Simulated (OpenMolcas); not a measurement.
# HF/def2-SVP (core potential) run of NaRb (SMILES [Na][Rb])

Aim: the vertical electron affinity of NaRb at HF/def2-SVP (core potential), from 2 runs. 

Program for the calculation: OpenMolcas 26.06.

### Step 1. The structure to begin with

The species is NaRb (2 atoms), typed as a singlet with charge 0. SMILES: `[Na][Rb]`. Geometry: a GFN2-xTB relaxation, a rough one for these elements and not checked as a minimum.

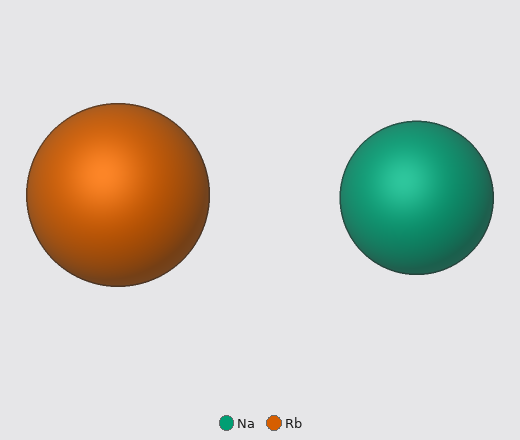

The structure, seen from a chosen angle (sodium teal, rubidium orange).

### Step 2. Energy and gradient at HF/def2-SVP (core potential)

Contents of input.xyz:

```xyz
2

Na     0.000000     0.000000     0.000000
Rb     0.000000     0.000000     3.278080
```

Contents of job.input:

```
* NaRb Hartree-Fock

&GATEWAY
 BasLib
 $CurrDir
 Coord
 input.xyz
 Basis
 def2-SVP
 Group
 NoSym

&SEWARD

&SCF
 PrOrbitals
 1 1

&ALASKA
```

The basis set def2-SVP is read from a file made from the Basis Set Exchange's data (not shown).

Started as:

```
$ export MOLCAS_MEM=1860
$ pymolcas job.input > job.log
```

Log:

```text
--- Start Module: gateway ---

                                              &GATEWAY

                       available to each process: 1.9 GB of memory, 1 thread

 Basis Set     1 Label: NA.DEF2-SVP
 Basis set is read from library:.
 basistype.tbl is not found

 Basis Set     2 Label: RB.DEF2-SVP
 Basis set is read from library:.
 basistype.tbl is not found

++    Symmetry information:
      ---------------------

                    Character Table for C1

                             E
                    a        1  x, y, xy, Rz, z, xz, Ry, yz, Rx, I
--

++    Basis set information:
      ----------------------

      Basis set label: NA.DEF2-SVP.........

      Electronic valence basis set:
      ------------------
      Associated Effective Charge  11.000000 au
      Associated Actual Charge     11.000000 au
      Nuclear Model: Point charge

      Shell  nPrim  nBasis  Cartesian Spherical Contaminant
         s      10       4        X
         p       6       2        X
         d       1       1                 X

      Basis set label: RB.DEF2-SVP....ECP.....

      Electronic valence basis set:
      ------------------
      Associated Effective Charge   9.000000 au
      Associated Actual Charge     37.000000 au
      Nuclear Model: Point charge

      Shell  nPrim  nBasis  Cartesian Spherical Contaminant
         s       7       5        X
         p       6       3        X
         d       2       2                 X

      Pseudo Potential specification:
      =======================================

      Number of Core Electrons:  28

      Potential  nTerms
           H       1
         s-H       3
         p-H       3
         d-H       3

      Effective Core Potential specification:
      =======================================
--

++    Molecular structure info:
      -------------------------

[... 60 lines left out ...]
      Nuclear repulsion energy =   15.98147203
[... 40 lines left out ...]
++ Convergence information
                                   SCF        iterations: Energy and convergence statistics
[... 12 lines left out ...]
       Convergence after   8 Iterations
[... 3 lines left out ...]
 *                                             SCF/KS-DFT Program, Final results                                             *
 *                                                       Final Results                                                       *
[... 63 lines left out ...]
      Dipole Moment (debye):
[... 11 lines left out ...]
--- Stop Module: scf /rc=_RC_ALL_IS_WELL_ ---

--- Start Module: alaska ---

                                              &ALASKA

                       available to each process: 1.9 GB of memory, 1 thread

                     Threshold for contributions to the gradient: 1.000E-07

                    ********************************************
                    * Symmetry Adapted Cartesian Displacements *
                    ********************************************

           Irreducible representation : a
           Basis function(s) of irrep: x, y, xy, Rz, z, xz, Ry, yz, Rx, I

 Basis Label        Type   Center Phase
   1   NA1          x         1     1
   2   NA1          y         1     1
   3   NA1          z         1     1
   4   RB2          x         2     1
   5   RB2          y         2     1
   6   RB2          z         2     1

                     No automatic utilization of translational and rotational invariance of the energy is employed.

 Conventional ERI gradients!

 **************************************************
 *              Molecular gradients               *
 **************************************************

  Irreducible representation: a
 ------------------------------------------------------------------------------------------
                              X                       Y                       Z
 ------------------------------------------------------------------------------------------
  NA1              -6.99513339785382E-17   -1.31638794538134E-17    1.16354469456734E-02
  RB2               6.99513339785379E-17    1.31638794538135E-17   -1.16354469456725E-02
 ------------------------------------------------------------------------------------------

--- Stop Module: alaska /rc=_RC_ALL_IS_WELL_ ---

.##################.
.# Happy landing! #.
.##################.

    Timing: Wall=2.73 User=2.15 System=0.50
```

Run time: 3.3 s. Hardware: 1 thread of Intel Xeon Platinum 8488C (Sapphire Rapids), shared host; peak memory 0.37 GiB.

### Step 3. The doublet anion at the same level

input.xyz is that of step 2.

Contents of job.inp:

```
>>> EXPORT MOLCAS_PRINT=2

&GATEWAY
  BasLib
  $CurrDir
  Coord
  input.xyz
  Basis
  def2-SVP
  Group
  NoSym

&SEWARD

&SCF
  UHF
  Charge
  -1
  Spin
  2
  PrOrbitals
  1 1

&ALASKA
```

The basis set def2-SVP is read from a file made from the Basis Set Exchange's data (not shown).

Started as:

```
$ export MOLCAS_MEM=1860
$ pymolcas job.inp > job.log
```

Log (excerpt; [...] marks lines left out):

```text
--- Start Module: gateway ---
[...]
       Convergence after  19 Iterations
[...]
      Dipole Moment (debye):
[... 13 lines left out ...]
--- Stop Module: scf /rc=_RC_ALL_IS_WELL_ ---
--- Module scf spent 1 second ---
--- Start Module: alaska ---
[...]
 *              Molecular gradients               *
 **************************************************
  Irreducible representation: a
 ------------------------------------------------------------------------------------------
                              X                       Y                       Z
 ------------------------------------------------------------------------------------------
  NA1               2.46885018291018E-17    4.60860877174309E-17    1.59345853259727E-02
  RB2              -2.46885018291019E-17   -4.60860877174310E-17   -1.59345853259736E-02
 ------------------------------------------------------------------------------------------
--- Stop Module: alaska /rc=_RC_ALL_IS_WELL_ ---
[...]
```

It took 3.9 s on 1 thread of Intel Xeon Platinum 8488C (Sapphire Rapids), shared host; peak memory 0.37 GiB.

### Step 4. Summary of results

At HF/def2-SVP (core potential):

```
                                         quantity          value
                       singlet NaRb: total energy  -185.58605 Eh
                      singlet NaRb: dipole moment         3.77 D
                        singlet NaRb: HOMO energy       -3.98 eV
                        singlet NaRb: LUMO energy        0.11 eV
                      singlet NaRb: HOMO–LUMO gap        4.10 eV
           singlet NaRb: largest force on an atom     0.598 eV/Å
                      doublet anion: total energy  -185.59146 Eh
doublet anion: HOMO energy (highest over α and β)       -0.39 eV
 doublet anion: LUMO energy (lowest over α and β)        3.26 eV
                              doublet anion: ⟨S²⟩          0.944
          doublet anion: largest force on an atom     0.819 eV/Å
vertical electron affinity (to the doublet anion)       0.147 eV
```

What this shows: At fixed nuclei the extra electron is bound by 0.15 eV (3.4 kcal/mol). The basis has no diffuse functions, so the error can pass this value. The largest force (singlet NaRb) is 0.60 eV/Å: the shape isn't a stationary point for this species at this level. ⟨S²⟩ (doublet anion) is 0.94 where a pure doublet has 0.75: the reference is spin-contaminated.
